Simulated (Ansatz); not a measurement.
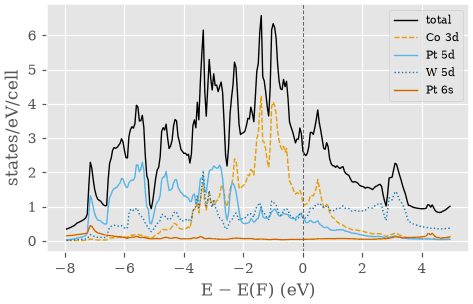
Figure: Total and projected density of states of CoPtW in space group P3m1 (No. 156; Co on 1a, Pt on 1b, W on 1c), the program Ansatz at the PBEsol level (PAW)

Question: Which orbitals carry the states next to the Fermi level?

Answer: Within 0.5 eV of the Fermi level: Co 3d 45 %, W 5d 26 %, Pt 5d 20 %. Projections are on Löwdin-orthogonalised atomic valence shells; empty p or d shells of many metals are not among them.

Question: Where is the tallest occupied peak in this window, and what makes it?

Answer: Near -1.4 eV, about 6.6 states/eV per cell; the largest projected share is Co 3d.

The start of the workflow was typed in or built on a structure type; neither database checked (COD, Materials Project) lists it. Its standing as an ambient phase is unchecked. The cell was relaxed with PBEsol under the symmetry of its start; its stability against distortions is not shown here. The final state is ferromagnetic, chosen from 4 collinear starts compared on coarse meshes (ties went to the first, and starts can fall back to one state), not a proven ground state. Spin–orbit coupling is left out wherever it is not named.

Potentials: the later of the program's two PAW sets.
